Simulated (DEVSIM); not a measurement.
System: Si p-n junction from an implanted or diffused profile, at 300 K.

| layer (left to right) | material | thickness (μm) | Nd (cm⁻³) | τn (s) | τp (s) |
|---|---|---|---|---|---|
| 1 | Si | 64.0 | 9.7e14 | 0.00017 | 0.00017 |

Added acceptor profile: 4.5e17 cm⁻³ × exp(−(x − 0 μm)²/(2·(0.12 μm)²)). Left contact: ohmic. Right contact: ohmic. Voltage is applied to the left contact. Recombination: SRH at mid-gap, Auger. Mobility is constant in doping.

This is a model device: material constants are rounded textbook-type values typed into the input, and sizes, dopings and lifetimes were drawn at random. Values at 300 K.

| parameter | Si |
|---|---|
| gap (eV) | 1.124 |
| affinity (eV) | 4.05 |
| permittivity | 11.7 |
| Nc (cm⁻³) | 2.86e19 |
| Nv (cm⁻³) | 3.1e19 |
| μn (cm²/Vs) | 1417 |
| μp (cm²/Vs) | 470 |
| Cn (cm⁶/s) | 2.8e-31 |
| Cp (cm⁶/s) | 9.9e-32 |

Simulated with DEVSIM: 1D drift-diffusion, Boltzmann statistics, complete ionisation; no tunnelling, impact ionisation, image-force lowering or self-heating.

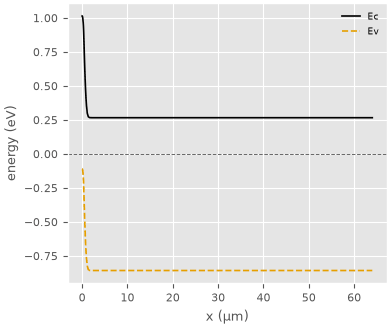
Figure: Band edges at zero bias

Energies count from the Fermi level of the right contact; mesh points crowd at the junctions.

| x (μm) | Ec (eV) | Ev (eV) | n (cm⁻³) | p (cm⁻³) | field (V/cm) |
|---|---|---|---|---|---|
| 0.000 | 1.014 | -0.109 | 260 | 4.5e17 | -110 |
| 0.02471 | 1.014 | -0.110 | 270 | 4.4e17 | -450 |
| 0.06266 | 1.011 | -0.113 | 300 | 3.9e17 | -1100 |
| 0.1246 | 1.000 | -0.124 | 450 | 2.6e17 | -2300 |
| 0.2376 | 0.963 | -0.161 | 1900 | 6.0e16 | -4600 |
| 0.3384 | 0.892 | -0.232 | 30000 | 3.9e15 | -10000 |
| 0.4320 | 0.785 | -0.339 | 1800000 | 6.3e13 | -12000 |
| 0.5605 | 0.642 | -0.482 | 4.7e8 | 2.5e11 | -10000 |
| 0.7331 | 0.487 | -0.637 | 1.9e11 | 6.3e8 | -7700 |
| 1.128 | 0.299 | -0.825 | 2.7e14 | 430000 | -2100 |
| 2.032 | 0.266 | -0.858 | 9.7e14 | 120000 | ≈ 0 |
| 5.335 | 0.266 | -0.858 | 9.7e14 | 120000 | ≈ 0 |
| 11.66 | 0.266 | -0.858 | 9.7e14 | 120000 | ≈ 0 |
| 26.12 | 0.266 | -0.858 | 9.7e14 | 120000 | ≈ 0 |
| 50.97 | 0.266 | -0.858 | 9.7e14 | 120000 | ≈ 0 |
| 58.48 | 0.266 | -0.858 | 9.7e14 | 120000 | ≈ 0 |
| 61.57 | 0.266 | -0.858 | 9.7e14 | 120000 | ≈ 0 |
| 62.94 | 0.266 | -0.858 | 9.7e14 | 120000 | ≈ 0 |
| 63.66 | 0.266 | -0.858 | 9.7e14 | 120000 | ≈ 0 |
| 63.87 | 0.266 | -0.858 | 9.7e14 | 120000 | ≈ 0 |
| 63.95 | 0.266 | -0.858 | 9.7e14 | 120000 | ≈ 0 |
| 64.00 | 0.266 | -0.858 | 9.7e14 | 120000 | ≈ 0 |
